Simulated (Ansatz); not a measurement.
# AlCO (quartet): wB97M-V, B2PLYP over vertical spin and charge gaps, def2-QZVPP

Aim: run AlCO (quartet) with these functionals over vertical spin and charge gaps, and hold them against the top wave-function level at the same points.

Program: Ansatz 0.2.0, Gaussian basis. Level of theory: def2-QZVPP, all electrons in the functionals, frozen cores in the correlation of double hybrids and RPA. These are calculated values, not measurements.

Plan: wB97M-V, B2PLYP, at charge 0, quartet; charge 0, doublet; charge 0, sextet; charge 1, triplet; charge 1, quintet.

**1. The geometry**

The geometry is a PBE0/def2-TZVP stationary point (not a proven minimum).

3 atoms, charge 0, spin multiplicity 4.

Atoms are counted from 1 here; the program's logs count them from 0.

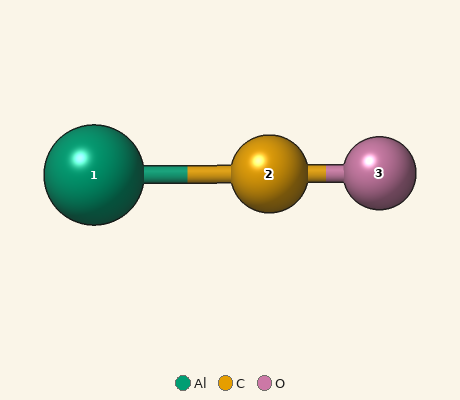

The structure; aluminium teal, carbon amber, oxygen pink; atoms are numbered from 1 in the order of the file.

No dispersion term is added; wB97M-V holds VV10 nonlocal correlation.

The geometry shown and the zero of energy belong to the point charge 0, quartet. The yardstick, UCCSD(T), and other wave-function levels (R restricted, U unrestricted, valence and pair active spaces) come from earlier runs.

**2. wB97M-V, charge 0, quartet**

Input file in.yaml:

```yaml
crystal:
  periodic: [false, false, false]
  atoms:
    - {symbol: Al, position_ang: [0.000000, 0.000000, 1.617200]}
    - {symbol: C, position_ang: [0.000000, 0.000000, -0.229400]}
    - {symbol: O, position_ang: [0.000000, 0.000000, -1.387800]}
basis:
  gaussian: {orbitals: "def2-QZVPP.json"}
magnetization: {spin_polarized: true, initial_magnetization: 3}
hamiltonian: {xc: {name: wB97M-V}}
output: {orbitals: {seedname: orbitals}}
```

Started as:

```sh
ansatz run in.yaml --threads 1 --pin off --events-out ev --progress --plain --max-ram 2393MiB
```

Standard output, cut to the lines that bear on the results:

```text
Functional definition: wB97M-V
  name "wB97M-V"
  cite "Mardirossian & Head-Gordon, J. Chem. Phys. 144, 214110 (2016) doi:10.1063/1.4952647"
  cite "Becke, J. Chem. Phys. 107, 8554 (1997) doi:10.1063/1.475007"
  cite "Vydrov & Van Voorhis, J. Chem. Phys. 133, 244103 (2010) doi:10.1063/1.3521275"
  # Of w^i u^j: cxij and so on, Table III.
[...]
  gx(w, u) = 1 - cx + cx01*u + cx10*w
  gss(w, u) = css00 + css04*u^4 + css10*w + css20*w^2 + css43*w^4*u^3
  gos(w, u) = cos00 + cos10*w + (cos20 + cos21*u)*w^2 + (cos60 + cos61*u)*w^6
[...]
      + integral(e_c_pw_mod_opposite_spin*gos(b97_w_opposite, b97_u_opposite)) + vv10(b, c)
703 factors; their error is unknown
168 factors; integrals over basis functions are off by at most 2.7e-5 eV
[...]
mean field -9677.85054332 eV, -355.6544475842 hartree, gradient 2.6e-5 eV, S^2 3.753581; 0 other end points of the search recorded, 0 dependent functions left out
reference -9677.85058605 eV, -355.6544491547 hartree; 15, 12 occupied and 169, 172 virtual orbitals, 703 factors
Total energy: -9677.85058605 eV, -355.6544491547 hartree
```

Wall time 20 s (1 thread of Arm Neoverse V1, shared host); peak memory 0.46 GiB.

From the report: ⟨S²⟩ of the determinant 3.754 (pure quartet: 3.75).

**3. wB97M-V, charge 0, doublet**

in.yaml, as its differences from that of step 2:

```diff
@@ -8,3 +8,3 @@
   gaussian: {orbitals: "def2-QZVPP.json"}
-magnetization: {spin_polarized: true, initial_magnetization: 3}
+magnetization: {spin_polarized: true, initial_magnetization: 1}
 hamiltonian: {xc: {name: wB97M-V}}
```

Launched as before.

Standard output, cut to the lines that bear on the results:

```text
Functional definition: wB97M-V
  name "wB97M-V"
  cite "Mardirossian & Head-Gordon, J. Chem. Phys. 144, 214110 (2016) doi:10.1063/1.4952647"
  cite "Becke, J. Chem. Phys. 107, 8554 (1997) doi:10.1063/1.475007"
  cite "Vydrov & Van Voorhis, J. Chem. Phys. 133, 244103 (2010) doi:10.1063/1.3521275"
  # Of w^i u^j: cxij and so on, Table III.
[...]
  gx(w, u) = 1 - cx + cx01*u + cx10*w
  gss(w, u) = css00 + css04*u^4 + css10*w + css20*w^2 + css43*w^4*u^3
  gos(w, u) = cos00 + cos10*w + (cos20 + cos21*u)*w^2 + (cos60 + cos61*u)*w^6
[...]
      + integral(e_c_pw_mod_opposite_spin*gos(b97_w_opposite, b97_u_opposite)) + vv10(b, c)
703 factors; their error is unknown
168 factors; integrals over basis functions are off by at most 2.7e-5 eV
[...]
mean field -9679.31791800 eV, -355.7083726091 hartree, gradient 6.9e-5 eV, S^2 0.752293; 1 other end points of the search recorded, 0 dependent functions left out
reference -9679.31796002 eV, -355.7083741532 hartree; 14, 13 occupied and 170, 171 virtual orbitals, 703 factors
Total energy: -9679.31796002 eV, -355.7083741532 hartree
```

Run time: 22 s. Hardware: 1 thread of Arm Neoverse V1, shared host; peak memory 0.46 GiB.

From the report: ⟨S²⟩ of the determinant 0.752 (pure doublet: 0.75).

From charge 0, quartet: -141.6 kJ/mol.

**4. wB97M-V, charge 0, sextet**

in.yaml, as its differences from that of step 3:

```diff
@@ -8,3 +8,3 @@
   gaussian: {orbitals: "def2-QZVPP.json"}
-magnetization: {spin_polarized: true, initial_magnetization: 1}
+magnetization: {spin_polarized: true, initial_magnetization: 5}
 hamiltonian: {xc: {name: wB97M-V}}
```

The command is unchanged.

Standard output, cut to the lines that bear on the results:

```text
Functional definition: wB97M-V
  name "wB97M-V"
  cite "Mardirossian & Head-Gordon, J. Chem. Phys. 144, 214110 (2016) doi:10.1063/1.4952647"
  cite "Becke, J. Chem. Phys. 107, 8554 (1997) doi:10.1063/1.475007"
  cite "Vydrov & Van Voorhis, J. Chem. Phys. 133, 244103 (2010) doi:10.1063/1.3521275"
  # Of w^i u^j: cxij and so on, Table III.
[...]
  gx(w, u) = 1 - cx + cx01*u + cx10*w
  gss(w, u) = css00 + css04*u^4 + css10*w + css20*w^2 + css43*w^4*u^3
  gos(w, u) = cos00 + cos10*w + (cos20 + cos21*u)*w^2 + (cos60 + cos61*u)*w^6
[...]
      + integral(e_c_pw_mod_opposite_spin*gos(b97_w_opposite, b97_u_opposite)) + vv10(b, c)
703 factors; their error is unknown
168 factors; integrals over basis functions are off by at most 2.7e-5 eV
[...]
mean field -9669.50053639 eV, -355.3475904896 hartree, gradient 8.4e-6 eV, S^2 8.755827; 4 other end points of the search recorded, 0 dependent functions left out
reference -9669.50057698 eV, -355.3475919810 hartree; 16, 11 occupied and 168, 173 virtual orbitals, 703 factors
Total energy: -9669.50057698 eV, -355.3475919810 hartree
```

Run time: 79 s. Hardware: 1 thread of Arm Neoverse V1, shared host; peak memory 0.6 GiB.

From the report: ⟨S²⟩ of the determinant 8.756 (pure sextet: 8.75).

From charge 0, quartet: +805.7 kJ/mol.

**5. wB97M-V, charge 1, triplet**

in.yaml, as its differences from that of step 4:

```diff
@@ -8,3 +8,4 @@
   gaussian: {orbitals: "def2-QZVPP.json"}
-magnetization: {spin_polarized: true, initial_magnetization: 5}
+total_charge: 1
+magnetization: {spin_polarized: true, initial_magnetization: 2}
 hamiltonian: {xc: {name: wB97M-V}}
```

The command is unchanged.

Standard output, cut to the lines that bear on the results:

```text
Functional definition: wB97M-V
  name "wB97M-V"
  cite "Mardirossian & Head-Gordon, J. Chem. Phys. 144, 214110 (2016) doi:10.1063/1.4952647"
  cite "Becke, J. Chem. Phys. 107, 8554 (1997) doi:10.1063/1.475007"
  cite "Vydrov & Van Voorhis, J. Chem. Phys. 133, 244103 (2010) doi:10.1063/1.3521275"
  # Of w^i u^j: cxij and so on, Table III.
[...]
  gx(w, u) = 1 - cx + cx01*u + cx10*w
  gss(w, u) = css00 + css04*u^4 + css10*w + css20*w^2 + css43*w^4*u^3
  gos(w, u) = cos00 + cos10*w + (cos20 + cos21*u)*w^2 + (cos60 + cos61*u)*w^6
[...]
      + integral(e_c_pw_mod_opposite_spin*gos(b97_w_opposite, b97_u_opposite)) + vv10(b, c)
703 factors; their error is unknown
168 factors; integrals over basis functions are off by at most 2.7e-5 eV
[...]
mean field -9670.54055760 eV, -355.3858105641 hartree, gradient 7.4e-5 eV, S^2 2.002342; 2 other end points of the search recorded, 0 dependent functions left out
reference -9670.54060177 eV, -355.3858121872 hartree; 14, 12 occupied and 170, 172 virtual orbitals, 703 factors
Total energy: -9670.54060177 eV, -355.3858121872 hartree
```

It took 38 s on 1 thread of Arm Neoverse V1, shared host; peak memory 0.52 GiB.

From the report: ⟨S²⟩ of the determinant 2.002 (pure triplet: 2.00).

From charge 0, quartet: +705.3 kJ/mol.

**6. wB97M-V, charge 1, quintet**

in.yaml, as its differences from that of step 5:

```diff
@@ -9,3 +9,3 @@
 total_charge: 1
-magnetization: {spin_polarized: true, initial_magnetization: 2}
+magnetization: {spin_polarized: true, initial_magnetization: 4}
 hamiltonian: {xc: {name: wB97M-V}}
```

Same command.

Standard output, cut to the lines that bear on the results:

```text
Functional definition: wB97M-V
  name "wB97M-V"
  cite "Mardirossian & Head-Gordon, J. Chem. Phys. 144, 214110 (2016) doi:10.1063/1.4952647"
  cite "Becke, J. Chem. Phys. 107, 8554 (1997) doi:10.1063/1.475007"
  cite "Vydrov & Van Voorhis, J. Chem. Phys. 133, 244103 (2010) doi:10.1063/1.3521275"
  # Of w^i u^j: cxij and so on, Table III.
[...]
  gx(w, u) = 1 - cx + cx01*u + cx10*w
  gss(w, u) = css00 + css04*u^4 + css10*w + css20*w^2 + css43*w^4*u^3
  gos(w, u) = cos00 + cos10*w + (cos20 + cos21*u)*w^2 + (cos60 + cos61*u)*w^6
[...]
      + integral(e_c_pw_mod_opposite_spin*gos(b97_w_opposite, b97_u_opposite)) + vv10(b, c)
703 factors; their error is unknown
168 factors; integrals over basis functions are off by at most 2.7e-5 eV
[...]
mean field -9664.63738520 eV, -355.1688729795 hartree, gradient 1.5e-5 eV, S^2 6.005244; 3 other end points of the search recorded, 0 dependent functions left out
reference -9664.63742795 eV, -355.1688745506 hartree; 15, 11 occupied and 169, 173 virtual orbitals, 703 factors
Total energy: -9664.63742795 eV, -355.1688745506 hartree
```

Wall time 52 s (1 thread of Arm Neoverse V1, shared host); peak memory 0.51 GiB.

From the report: ⟨S²⟩ of the determinant 6.005 (pure quintet: 6.00).

From charge 0, quartet: +1274.9 kJ/mol.

**7. B2PLYP, charge 0, quartet**

Input file in.yaml:

```yaml
crystal:
  periodic: [false, false, false]
  atoms:
    - {symbol: Al, position_ang: [0.000000, 0.000000, 1.617200]}
    - {symbol: C, position_ang: [0.000000, 0.000000, -0.229400]}
    - {symbol: O, position_ang: [0.000000, 0.000000, -1.387800]}
basis:
  gaussian: {orbitals: "def2-QZVPP.json"}
magnetization: {spin_polarized: true, initial_magnetization: 3}
hamiltonian: {xc: {name: B2PLYP}}
correlation: {electrons: outside_noble_gas}
```

Same command.

Standard output, cut to the lines that bear on the results:

```text
Functional definition: B2PLYP
  name "B2PLYP"
  cite "Grimme, J. Chem. Phys. 124, 034108 (2006) doi:10.1063/1.2148954"
  cite "Becke, Phys. Rev. A 38, 3098 (1988) doi:10.1103/PhysRevA.38.3098"
  cite "Lee, Yang & Parr, Phys. Rev. B 37, 785 (1988) doi:10.1103/PhysRevB.37.785"
[...]
1134 factors; integrals over basis functions are off by at most 9.2e-4 eV
[...]
mean field -9670.25965833 eV, -355.3754877063 hartree, gradient 3.8e-6 eV, S^2 3.756577; 4 other end points of the search recorded, 0 dependent functions left out
7 core orbitals not correlated: weight in the atoms' cores, before any rotation towards them, 1.000 or more for the frozen orbitals, at most 0.000 for the correlated occupied ones
reference -9670.25978444 eV, -355.3754923408 hartree; 8, 5 occupied and 169, 172 virtual orbitals, 1134 factors
second order -14.50579023 eV of doubles, -0.00000000 eV of singles
Total energy: -9674.17634781 eV, -355.5194233896 hartree
```

Run time: 23 s. Hardware: 1 thread of Arm Neoverse V1, shared host; peak memory 0.53 GiB.

From the report: ⟨S²⟩ of the determinant 3.757 (pure quartet: 3.75).

**8. B2PLYP, charge 0, doublet**

in.yaml, as its differences from that of step 7:

```diff
@@ -8,3 +8,3 @@
   gaussian: {orbitals: "def2-QZVPP.json"}
-magnetization: {spin_polarized: true, initial_magnetization: 3}
+magnetization: {spin_polarized: true, initial_magnetization: 1}
 hamiltonian: {xc: {name: B2PLYP}}
```

The command is unchanged.

Standard output, cut to the lines that bear on the results:

```text
Functional definition: B2PLYP
  name "B2PLYP"
  cite "Grimme, J. Chem. Phys. 124, 034108 (2006) doi:10.1063/1.2148954"
  cite "Becke, Phys. Rev. A 38, 3098 (1988) doi:10.1103/PhysRevA.38.3098"
  cite "Lee, Yang & Parr, Phys. Rev. B 37, 785 (1988) doi:10.1103/PhysRevB.37.785"
[...]
1134 factors; integrals over basis functions are off by at most 9.2e-4 eV
[...]
mean field -9671.42608743 eV, -355.4183531852 hartree, gradient 7.4e-6 eV, S^2 0.756646; 2 other end points of the search recorded, 0 dependent functions left out
7 core orbitals not correlated: weight in the atoms' cores, before any rotation towards them, 1.000 or more for the frozen orbitals, at most 0.000 for the correlated occupied ones
reference -9671.42621223 eV, -355.4183577712 hartree; 7, 6 occupied and 170, 171 virtual orbitals, 1134 factors
second order -14.80433816 eV of doubles, -0.00000000 eV of singles
Total energy: -9675.42338353 eV, -355.5652511072 hartree
```

Run time: 18 s. Hardware: 1 thread of Arm Neoverse V1, shared host; peak memory 0.41 GiB.

From the report: ⟨S²⟩ of the determinant 0.757 (pure doublet: 0.75).

From charge 0, quartet: -120.3 kJ/mol.

**9. B2PLYP, charge 0, sextet**

in.yaml, as its differences from that of step 8:

```diff
@@ -8,3 +8,3 @@
   gaussian: {orbitals: "def2-QZVPP.json"}
-magnetization: {spin_polarized: true, initial_magnetization: 1}
+magnetization: {spin_polarized: true, initial_magnetization: 5}
 hamiltonian: {xc: {name: B2PLYP}}
```

Same command.

Standard output, cut to the lines that bear on the results:

```text
Functional definition: B2PLYP
  name "B2PLYP"
  cite "Grimme, J. Chem. Phys. 124, 034108 (2006) doi:10.1063/1.2148954"
  cite "Becke, Phys. Rev. A 38, 3098 (1988) doi:10.1103/PhysRevA.38.3098"
  cite "Lee, Yang & Parr, Phys. Rev. B 37, 785 (1988) doi:10.1103/PhysRevB.37.785"
[...]
1134 factors; integrals over basis functions are off by at most 9.2e-4 eV
[...]
mean field -9662.87894013 eV, -355.1042513151 hartree, gradient 2.8e-6 eV, S^2 8.762193; 4 other end points of the search recorded, 0 dependent functions left out
7 core orbitals not correlated: weight in the atoms' cores, before any rotation towards them, 1.000 or more for the frozen orbitals, at most 0.000 for the correlated occupied ones
reference -9662.87906791 eV, -355.1042560111 hartree; 9, 4 occupied and 168, 173 virtual orbitals, 1134 factors
second order -10.82154314 eV of doubles, -0.00000000 eV of singles
Total energy: -9665.80088456 eV, -355.2116307925 hartree
```

It took 33 s on 1 thread of Arm Neoverse V1, shared host; peak memory 0.43 GiB.

From the report: ⟨S²⟩ of the determinant 8.762 (pure sextet: 8.75).

From charge 0, quartet: +808.1 kJ/mol.

**10. B2PLYP, charge 1, triplet**

in.yaml, as its differences from that of step 9:

```diff
@@ -8,3 +8,4 @@
   gaussian: {orbitals: "def2-QZVPP.json"}
-magnetization: {spin_polarized: true, initial_magnetization: 5}
+total_charge: 1
+magnetization: {spin_polarized: true, initial_magnetization: 2}
 hamiltonian: {xc: {name: B2PLYP}}
```

The command is unchanged.

Standard output, cut to the lines that bear on the results:

```text
Functional definition: B2PLYP
  name "B2PLYP"
  cite "Grimme, J. Chem. Phys. 124, 034108 (2006) doi:10.1063/1.2148954"
  cite "Becke, Phys. Rev. A 38, 3098 (1988) doi:10.1103/PhysRevA.38.3098"
  cite "Lee, Yang & Parr, Phys. Rev. B 37, 785 (1988) doi:10.1103/PhysRevB.37.785"
[...]
1134 factors; integrals over basis functions are off by at most 9.2e-4 eV
[...]
mean field -9663.04628905 eV, -355.1104012745 hartree, gradient 4.6e-6 eV, S^2 2.004233; 2 other end points of the search recorded, 0 dependent functions left out
7 core orbitals not correlated: weight in the atoms' cores, before any rotation towards them, 1.000 or more for the frozen orbitals, at most 0.000 for the correlated occupied ones
reference -9663.04641827 eV, -355.1104060232 hartree; 7, 5 occupied and 170, 172 virtual orbitals, 1134 factors
second order -14.05915930 eV of doubles, -0.00000000 eV of singles
Total energy: -9666.84239128 eV, -355.2499054583 hartree
```

Run time: 24 s. Hardware: 1 thread of Arm Neoverse V1, shared host; peak memory 0.51 GiB.

From the report: ⟨S²⟩ of the determinant 2.004 (pure triplet: 2.00).

From charge 0, quartet: +707.6 kJ/mol.

**11. B2PLYP, charge 1, quintet**

in.yaml, as its differences from that of step 10:

```diff
@@ -9,3 +9,3 @@
 total_charge: 1
-magnetization: {spin_polarized: true, initial_magnetization: 2}
+magnetization: {spin_polarized: true, initial_magnetization: 4}
 hamiltonian: {xc: {name: B2PLYP}}
```

Same command.

Standard output, cut to the lines that bear on the results:

```text
Functional definition: B2PLYP
  name "B2PLYP"
  cite "Grimme, J. Chem. Phys. 124, 034108 (2006) doi:10.1063/1.2148954"
  cite "Becke, Phys. Rev. A 38, 3098 (1988) doi:10.1103/PhysRevA.38.3098"
  cite "Lee, Yang & Parr, Phys. Rev. B 37, 785 (1988) doi:10.1103/PhysRevB.37.785"
[...]
1134 factors; integrals over basis functions are off by at most 9.2e-4 eV
[...]
mean field -9657.84309382 eV, -354.9191873768 hartree, gradient 1.7e-6 eV, S^2 6.010226; 3 other end points of the search recorded, 0 dependent functions left out
7 core orbitals not correlated: weight in the atoms' cores, before any rotation towards them, 1.000 or more for the frozen orbitals, at most 0.000 for the correlated occupied ones
reference -9657.84322236 eV, -354.9191921005 hartree; 8, 4 occupied and 169, 173 virtual orbitals, 1134 factors
second order -10.92014135 eV of doubles, -0.00000000 eV of singles
Total energy: -9660.79166053 eV, -355.0275452045 hartree
```

Run time: 31 s. Hardware: 1 thread of Arm Neoverse V1, shared host; peak memory 0.52 GiB.

From the report: ⟨S²⟩ of the determinant 6.010 (pure quintet: 6.00).

From charge 0, quartet: +1291.4 kJ/mol.

**12. Against the wave-function levels**

No level is safe as a reference over these points; UCCSD(T) serves as a yardstick only. It comes from earlier runs at the same points. Energies in kJ/mol, counted from charge 0, quartet; blanks weren't run or aren't comparable.

```
   level  quartet to doublet  quartet to sextet  ionisation to the triplet cation  ionisation to the quintet cation
UCCSD(T)              -111.6              804.0                             718.7                            1301.4
 wB97M-V              -141.6              805.7                             705.3                            1274.9
  B2PLYP              -120.3              808.1                             707.6                            1291.4
```

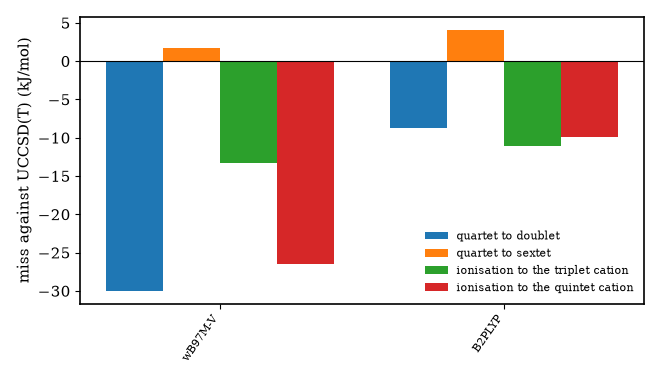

Misses of the gaps against UCCSD(T).

Largest miss and mean time a point (UCCSD(T) took 67 s a point; shared hosts):

```
  level  largest miss (kJ/mol)                             where  time a point
wB97M-V                  -30.0                quartet to doublet          42 s
 B2PLYP                  -11.1  ionisation to the triplet cation          26 s
```

**13. Results**

| quantity | value |
| --- | --- |
| quartet to doublet, UCCSD(T) | -111.6 kJ/mol |
| quartet to sextet, UCCSD(T) | 804.0 kJ/mol |
| ionisation to the triplet cation, UCCSD(T) | 718.7 kJ/mol |
| ionisation to the quintet cation, UCCSD(T) | 1301.4 kJ/mol |
| largest miss, wB97M-V | -30.0 kJ/mol (quartet to doublet) |
| largest miss, B2PLYP | -11.1 kJ/mol (ionisation to the triplet cation) |

In words: Of the functionals, B2PLYP keep the smallest largest miss at the points compared (at most 11.1 kJ/mol) and wB97M-V strays most (30.0 kJ/mol, at quartet to doublet). Functionals and the yardstick converge differently with the basis, so part of each miss in def2-QZVPP is the basis. The yardstick itself may be off where one determinant is a poor start.
